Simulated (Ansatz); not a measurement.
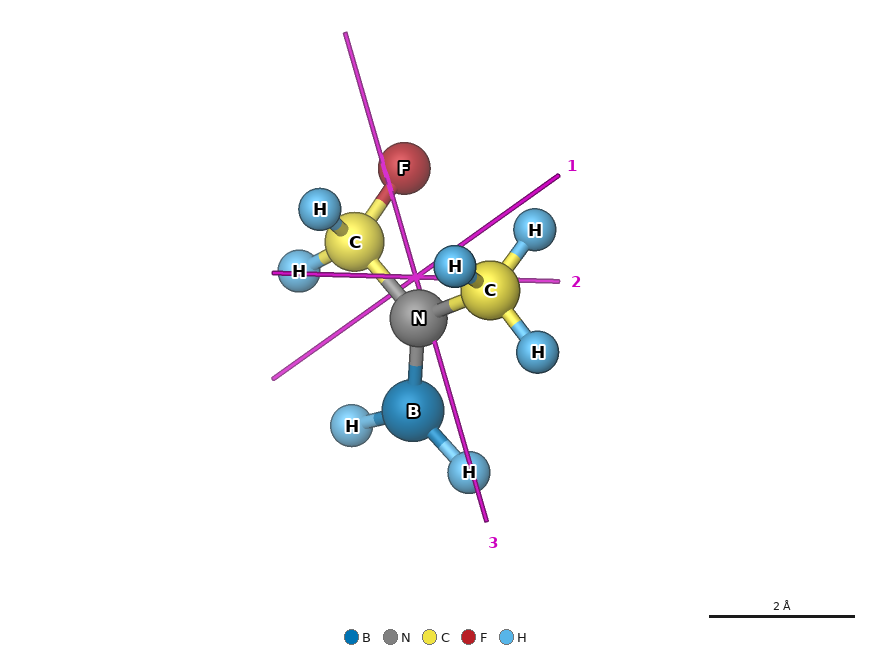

The three principal axes of inertia are drawn and numbered. Depth is shown by fading: the farther an atom, the more it takes the colour of the background. Computed geometry: PBE-D4/def2-SVP optimisation. No frequency run is at hand to confirm it as a minimum. Masses are those of the most abundant isotopes; constants are for the rigid equilibrium geometry.

> Which line is the a axis (least moment of inertia), which b and which c?

a is line 3, b is line 1, c is line 2; the moments are 65.6, 126, 168 u Å².

> Classify the rotor and give the rotational constants (MHz).

An asymmetric top (C1): A = 7702, B = 4015, C = 3010 MHz. Ray's parameter κ is −0.57, nearer the prolate limit.
